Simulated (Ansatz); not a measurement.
Geometry relaxation of C₄H₁₀AlN (part 1 of 2)

- system: C₄H₁₀AlN
- method: UKS PBE/STO-3G (Ansatz 0.2.0)

It belongs to a series of runs on one base structure; here: start relaxed. Figures and captions count atoms from 1; the log counts them from 0 in places.

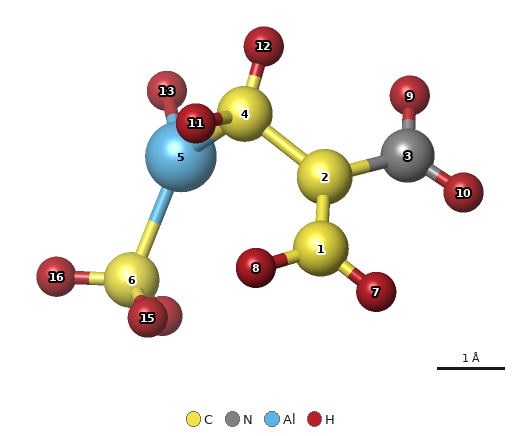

Figure 1. The starting structure (ball-and-stick view, seen at a tilt; atoms are numbered from 1 in the order of the input). Sticks mark near contacts.

**Input file**
```yaml
crystal:
  periodic: [false, false, false]
  atoms:
    - { symbol: C, position_ang: [-0.3941, -1.9033, 0.4312] }
    - { symbol: C, position_ang: [0.5983, -1.1769, -0.0548] }
    - { symbol: "N", position_ang: [1.1668, -1.5509, -1.3122] }
    - { symbol: C, position_ang: [1.1951, 0.0402, 0.677] }
    - { symbol: Al, position_ang: [0.2179, 1.6795, 0.0107] }
    - { symbol: C, position_ang: [-1.7613, 1.8696, 0.1821] }
    - { symbol: H, position_ang: [-0.806, -2.7115, -0.1134] }
    - { symbol: H, position_ang: [-0.8852, -1.5533, 1.3392] }
    - { symbol: H, position_ang: [2.0002, -0.9863, -1.6489] }
    - { symbol: H, position_ang: [0.8527, -2.3744, -1.8149] }
    - { symbol: H, position_ang: [0.9413, -0.0667, 1.7958] }
    - { symbol: H, position_ang: [2.2323, 0.1424, 0.5273] }
    - { symbol: H, position_ang: [1.0226, 2.8861, -0.6512] }
    - { symbol: H, position_ang: [-2.2275, 1.9847, -0.8101] }
    - { symbol: H, position_ang: [-2.1725, 0.9248, 0.6646] }
    - { symbol: H, position_ang: [-2.0033, 2.7736, 0.8219] }
magnetization:
  spin_polarized: true
basis:
  gaussian: { orbitals: STO-3G }
hamiltonian:
  xc: pbe
relax:
  f_tol: 0.02
  max_steps: 40
```

Machine: 1 thread of Arm Neoverse N1, 16 GiB of memory available, shared host.

Command:
```bash
ansatz run input.yaml --threads 1 --pin off --max-ram 2048MiB --backend cpu --events-out ev --progress --plain --runs-dir out
```

**The program's output**
```
The last accepted step is kept in [file] (removed where the run ends without a failure and the disk answers)
Engine: ansatz 0.2.0, aarch64-unknown-linux-gnu
Functional definition: PBE
  parameter kappa = 0.804
  parameter beta = 0.06672455060314922
  exchange = pbe_x(kappa = kappa, mu = beta*pi^2/3)
  correlation = pbe_c(beta = beta)
641 factors; integrals over basis functions are off by at most 1.2e-5 eV
mean field evaluation 1: about -12231.9126 eV, gradient 2.1e1 eV
mean field evaluation 2: about -12228.9502 eV, gradient 3.0e1 eV
mean field evaluation 4: about -12234.7278 eV, gradient 1.7e0 eV
mean field evaluation 8: about -12234.5515 eV, gradient 3.2e-2 eV
mean field -12234.55146969 eV, -449.6114736344 hartree, gradient 3.5e-5 eV, S^2 0.000000; 0 other end points of the search recorded, 0 dependent functions left out
the calculation of the forces begins
reference -12234.55150043 eV, -449.6114747640 hartree; 27, 27 occupied and 17, 17 virtual orbitals, 641 factors
relax step   1: F+E_penalty+E_count = -12234.55146969 eV  Δ(F+E_penalty+E_count) = +0.000e0 eV  max|allowed force component| = 3.847e0 eV/Å  Δτ_max = 0.0000 Å  (27 SCF iters, accepted)
these checks for a lower state are left out or cut short: starts, cluster_reference, orbital_swaps, neighbouring_geometries, increment
641 factors; integrals over basis functions are off by at most 1.4e-5 eV
mean field evaluation 16: about -12234.9699 eV, gradient 4.9e0 eV
mean field -12235.09351643 eV, -449.6313934845 hartree, gradient 7.1e-6 eV, S^2 0.000000; 0 other end points of the search recorded, 0 dependent functions left out
[... from here on the field's lines of each further geometry are left out, up to the last ...]
relax step   2: F+E_penalty+E_count = -12235.09351643 eV  Δ(F+E_penalty+E_count) = -5.420e-1 eV  max|allowed force component| = 1.288e0 eV/Å  Δτ_max = 0.1855 Å  (28 SCF iters, accepted)
relax step   3: F+E_penalty+E_count = -12235.20935536 eV  Δ(F+E_penalty+E_count) = -1.158e-1 eV  max|allowed force component| = 7.948e-1 eV/Å  Δτ_max = 0.1450 Å  (28 SCF iters, accepted)
relax step   4: F+E_penalty+E_count = -12235.29246751 eV  Δ(F+E_penalty+E_count) = -8.311e-2 eV  max|allowed force component| = 1.075e0 eV/Å  Δτ_max = 0.0912 Å  (27 SCF iters, accepted)
relax step   5: F+E_penalty+E_count = -12235.33652704 eV  Δ(F+E_penalty+E_count) = -4.406e-2 eV  max|allowed force component| = 1.297e0 eV/Å  Δτ_max = 0.1075 Å  (28 SCF iters, accepted)
relax step   6: F+E_penalty+E_count = -12235.34967288 eV  Δ(F+E_penalty+E_count) = -1.315e-2 eV  max|allowed force component| = 8.430e-1 eV/Å  Δτ_max = 0.1999 Å  (27 SCF iters, accepted)
relax step   7: F+E_penalty+E_count = -12235.37769015 eV  Δ(F+E_penalty+E_count) = -2.802e-2 eV  max|allowed force component| = 2.664e-1 eV/Å  Δτ_max = 0.0561 Å  (27 SCF iters, accepted)
relax step   8: F+E_penalty+E_count = -12235.40110086 eV  Δ(F+E_penalty+E_count) = -2.341e-2 eV  max|allowed force component| = 2.487e-1 eV/Å  Δτ_max = 0.1218 Å  (27 SCF iters, accepted)
relax step   9: F+E_penalty+E_count = -12235.47582368 eV  Δ(F+E_penalty+E_count) = -7.472e-2 eV  max|allowed force component| = 4.811e-1 eV/Å  Δτ_max = 0.1953 Å  (29 SCF iters, accepted)
relax step  10: F+E_penalty+E_count = -12235.62974648 eV  Δ(F+E_penalty+E_count) = -1.539e-1 eV  max|allowed force component| = 4.654e-1 eV/Å  Δτ_max = 0.1949 Å  (28 SCF iters, accepted)
relax step  11: F+E_penalty+E_count = -12235.87862227 eV  Δ(F+E_penalty+E_count) = -2.489e-1 eV  max|allowed force component| = 6.091e-1 eV/Å  Δτ_max = 0.1993 Å  (28 SCF iters, accepted)
relax step  12: F+E_penalty+E_count = -12236.11108684 eV  Δ(F+E_penalty+E_count) = -2.325e-1 eV  max|allowed force component| = 6.421e-1 eV/Å  Δτ_max = 0.1948 Å  (29 SCF iters, accepted)
relax step  13: F+E_penalty+E_count = -12236.23366474 eV  Δ(F+E_penalty+E_count) = -1.226e-1 eV  max|allowed force component| = 1.090e0 eV/Å  Δτ_max = 0.1977 Å  (28 SCF iters, accepted)
relax step  14: F+E_penalty+E_count = -12236.33793473 eV  Δ(F+E_penalty+E_count) = -1.043e-1 eV  max|allowed force component| = 3.622e-1 eV/Å  Δτ_max = 0.1930 Å  (28 SCF iters, accepted)
relax step  15: F+E_penalty+E_count = -12236.37558421 eV  Δ(F+E_penalty+E_count) = -3.765e-2 eV  max|allowed force component| = 4.284e-1 eV/Å  Δτ_max = 0.1944 Å  (28 SCF iters, accepted)
relax step  16: F+E_penalty+E_count = -12236.35111752 eV  Δ(F+E_penalty+E_count) = +2.447e-2 eV  max|allowed force component| = 5.933e-1 eV/Å  Δτ_max = 0.2000 Å  (28 SCF iters, rejected (line search))
relax step  17: F+E_penalty+E_count = -12236.39829126 eV  Δ(F+E_penalty+E_count) = -2.271e-2 eV  max|allowed force component| = 2.445e-1 eV/Å  Δτ_max = 0.0959 Å  (28 SCF iters, accepted)
relax step  18: F+E_penalty+E_count = -12236.37640666 eV  Δ(F+E_penalty+E_count) = +2.188e-2 eV  max|allowed force component| = 1.155e0 eV/Å  Δτ_max = 0.0795 Å  (28 SCF iters, rejected (line search))
relax step  19: F+E_penalty+E_count = -12236.40344263 eV  Δ(F+E_penalty+E_count) = -5.151e-3 eV  max|allowed force component| = 1.285e-1 eV/Å  Δτ_max = 0.0387 Å  (28 SCF iters, accepted)
relax step  20: F+E_penalty+E_count = -12236.40566842 eV  Δ(F+E_penalty+E_count) = -2.226e-3 eV  max|allowed force component| = 1.023e-1 eV/Å  Δτ_max = 0.0500 Å  (28 SCF iters, accepted)
relax step  21: F+E_penalty+E_count = -12236.40745701 eV  Δ(F+E_penalty+E_count) = -1.789e-3 eV  max|allowed force component| = 6.581e-2 eV/Å  Δτ_max = 0.0556 Å  (28 SCF iters, accepted)
relax step  22: F+E_penalty+E_count = -12236.40807422 eV  Δ(F+E_penalty+E_count) = -6.172e-4 eV  max|allowed force component| = 3.448e-2 eV/Å  Δτ_max = 0.0338 Å  (29 SCF iters, accepted)
the calculation of the forces begins
reference -12236.40828790 eV, -449.6797104450 hartree; 27, 27 occupied and 17, 17 virtual orbitals, 648 factors
relax step  23: F+E_penalty+E_count = -12236.40825788 eV  Δ(F+E_penalty+E_count) = -1.837e-4 eV  max|allowed force component| = 1.304e-2 eV/Å  Δτ_max = 0.0128 Å  (23 SCF iters, accepted)
```

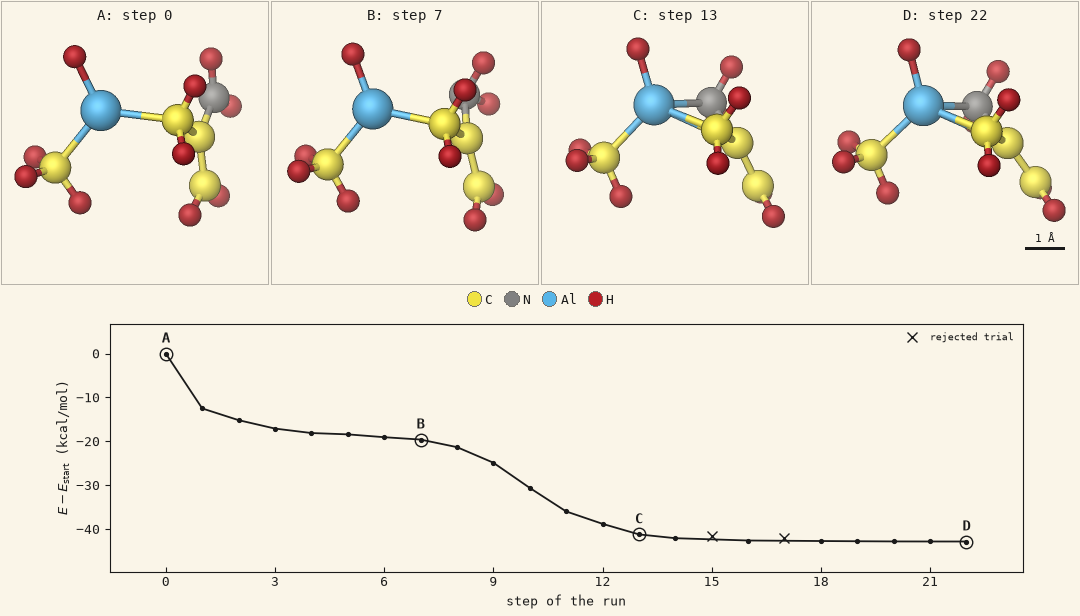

Figure 2. Frames of the relaxation (ball-and-stick view, seen at a tilt) above the curves, on which the letters mark them (the first geometry is step 0 here and step 1 in the log).

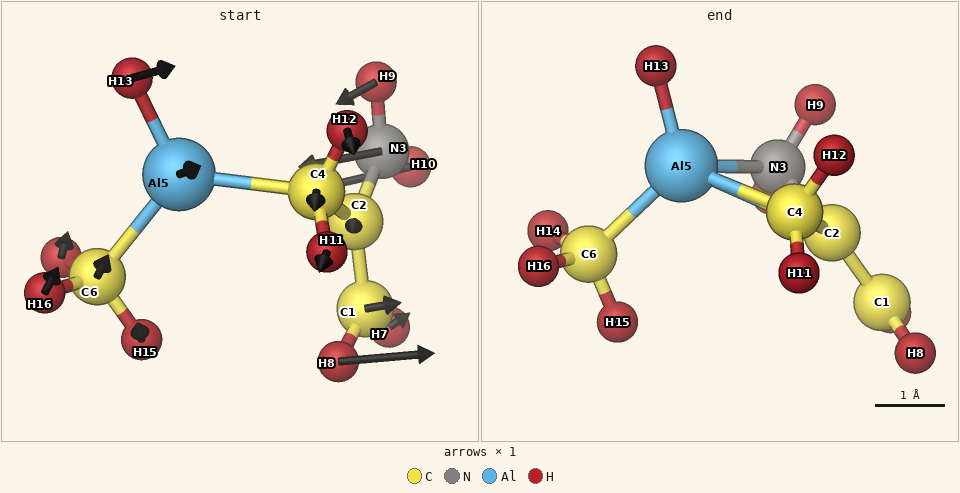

Figure 3. Before (left) and after (right) the relaxation, at one scale (ball-and-stick view, seen at a tilt). The black arrows give the displacements, at true length. H10 moves most after the best rigid fit: 1.78 Å. By element the largest moves are H 1.78 Å, N 1.27 Å, C 0.55 Å, Al 0.49 Å. Distances before and after: N3–Al5 3.617 → 2.012 Å, C2–Al5 2.882 → 2.452 Å, C2–N3 1.430 → 1.538 Å, Al5–H13 1.594 → 1.514 Å. New bonds form: N3–Al5 (3.62 → 2.01 Å). Among the angles that change: C2–C4–Al5 107.3° → 88.3°, Al5–C4–H11 106.8° → 125.4°, H9–N3–H10 121.2° → 105.2°. After 22 geometry steps the energy has fallen by 42.8 kcal/mol. Largest force component: 3.8 eV/Å at the start, 0.013 eV/Å at the end. The line search rejected the trial steps at points 15, 17 (counted from 0) and went back. (Atoms are counted from 1 in the order of the input.)

```
648 factors; integrals over basis functions are off by at most 3.1e-5 eV
mean field -12236.40825788 eV, -449.6797093418 hartree, gradient 7.6e-6 eV, S^2 0.000000; 1 other end points of the search recorded, 0 dependent functions left out
the calculation of the forces begins
reference -12236.40828790 eV, -449.6797104450 hartree; 27, 27 occupied and 17, 17 virtual orbitals, 648 factors
Total energy: -12236.40828790 eV, -449.6797104450 hartree
Atom 0 at    -0.044088    -2.257014     0.577480 Å, force     0.006735     0.004527    -0.003493 eV/Å
Atom 1 at     0.552082    -1.087432     0.267915 Å, force     0.007546     0.008912     0.000793 eV/Å
Atom 2 at     0.465734    -0.514772    -1.156434 Å, force    -0.002118    -0.004169     0.000256 eV/Å
Atom 3 at     1.081583     0.076163     1.089999 Å, force     0.001671    -0.008871    -0.013040 eV/Å
Atom 4 at     0.369863     1.294867    -0.282958 Å, force     0.003365    -0.000108     0.000550 eV/Å
Atom 5 at    -1.497822     1.768839    -0.196604 Å, force     0.004101    -0.004016    -0.006738 eV/Å
Atom 6 at    -0.548098    -2.887266    -0.172395 Å, force     0.001221     0.001267    -0.002639 eV/Å
Atom 7 at    -0.061446    -2.613309     1.617790 Å, force    -0.003642    -0.001574     0.006366 eV/Å
Atom 8 at     1.376210    -0.717331    -1.668317 Å, force    -0.008132     0.004027     0.010170 eV/Å
Atom 9 at    -0.286083    -1.008785    -1.720455 Å, force     0.000704    -0.001565    -0.002100 eV/Å
Atom 10 at     0.734441     0.018225     2.135582 Å, force    -0.003983     0.002520    -0.000458 eV/Å
Atom 11 at     2.190608     0.077308     1.093482 Å, force    -0.003302    -0.002512     0.002935 eV/Å
Atom 12 at     1.355168     2.188213    -1.006973 Å, force    -0.004179    -0.002362     0.001083 eV/Å
Atom 13 at    -1.920448     1.989702    -1.192798 Å, force    -0.001311     0.002071     0.002660 eV/Å
Atom 14 at    -2.126317     0.976498     0.245634 Å, force     0.000599    -0.000726     0.000310 eV/Å
Atom 15 at    -1.664089     2.673696     0.413351 Å, force     0.000725     0.002578     0.003345 eV/Å
Dipole moment:     0.107236    -0.592389    -0.397916 e Å
```

**Trajectory as extended XYZ (Å, eV, eV/Å), 14 of the 23 frames kept, from step=1 to step=23**
```
16
Properties=species:S:1:pos:R:3:forces:R:3 step=1 energy=-12234.55147
C    -0.3941   -1.9033    0.4312   -1.5215   0.3717   1.8677
C     0.5983   -1.1769   -0.0548    2.1427   0.3777  -1.1454
N     1.1668   -1.5509   -1.3122    1.5001   2.8702   0.8334
C     1.1951    0.0402    0.6770   -3.8468   1.0135   0.7821
Al    0.2179    1.6795    0.0107    0.0448   0.4389  -0.1150
C    -1.7613    1.8696    0.1821    1.2845  -0.7194   1.0245
H    -0.8060   -2.7115   -0.1134   -0.7624  -1.3339  -0.6955
H    -0.8852   -1.5533    1.3392   -0.2054  -0.3526   0.2645
H     2.0002   -0.9863   -1.6489   -0.7203  -0.9800   0.0017
H     0.8527   -2.3744   -1.8149   -0.2521  -0.9946  -0.6296
H     0.9413   -0.0667    1.7958    0.6363   0.0742  -1.5460
H     2.2323    0.1424    0.5273    2.3093  -0.0125  -0.1734
H     1.0226    2.8861   -0.6512   -0.6093  -1.1422   0.5610
H    -2.2275    1.9847   -0.8101   -0.1399   0.1161   0.0499
H    -2.1725    0.9248    0.6646    0.1400   1.2115  -0.4437
H    -2.0033    2.7736    0.8219    0.0002  -0.9388  -0.6365
16
Properties=species:S:1:pos:R:3:forces:R:3 step=3 energy=-12235.20936
C    -0.4610   -1.9109    0.4416   -0.0144   0.5371   0.6368
C     0.5624   -1.1503   -0.0598   -0.2980  -0.4305   0.3048
N     1.1123   -1.3727   -1.3590   -0.1841   0.3015  -0.6076
C     1.1234    0.0997    0.6359    0.1330   0.0250  -0.0215
Al    0.2131    1.6764   -0.0128   -0.0458  -0.1658   0.0694
C    -1.6819    1.8282    0.1949   -0.1700   0.0410  -0.0429
H    -0.8444   -2.8045   -0.0750    0.0082   0.1706   0.0319
H    -0.9522   -1.6044    1.4023    0.4264  -0.4156  -0.7948
H     2.0820   -1.0097   -1.5358   -0.0448  -0.3230   0.1774
H     0.9097   -2.2949   -1.8202    0.1869   0.0926   0.2418
H     0.9677   -0.0148    1.7222   -0.0357  -0.0146   0.1103
H     2.2215    0.1520    0.4723   -0.1494  -0.0225  -0.0051
H     1.0163    2.7663   -0.6624    0.1193   0.2088  -0.1461
H    -2.1858    1.9841   -0.7761    0.0262  -0.0148   0.0052
H    -2.1434    0.9409    0.6559    0.0144  -0.0710  -0.0014
H    -1.9623    2.6922    0.8203    0.0279   0.0810   0.0417
```
